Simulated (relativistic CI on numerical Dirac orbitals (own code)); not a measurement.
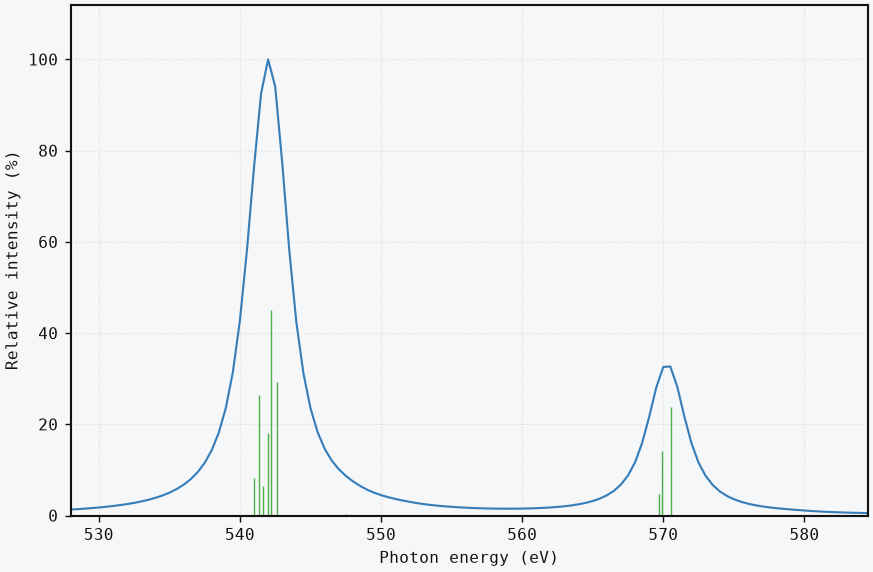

M₂,₃ X-ray absorption of Pd⁴⁺, [Kr] 4d⁶, in a field of D4h symmetry with 10Dq = 45,500, Ds = 1,710, Dt = −140 cm⁻¹. Sticks are the strongest transitions, on a scale of their own. Multiplet model: relativistic Dirac–Coulomb–Breit theory, one configuration a step, Slater integrals scaled by 1, 300 K, Voigt broadening (Lorentzian 3 eV, Gaussian 0.4 eV full widths), computed with a radial Dirac CI code.

> What does the spectrum show?

The main maxima lie at 542.0 eV (100) and 570.3 eV (33), heights in % of the largest; the centroid is at 548.9 eV. The lower edge holds 0.76 of the intensity (branching ratio, edges parted at 563 eV), and the core spin-orbit splitting of the orbitals is 28.3 eV. The ground state has S = 0.03.

Caveat: free-ion energies, so absolute edge positions are off by a few eV from solids.
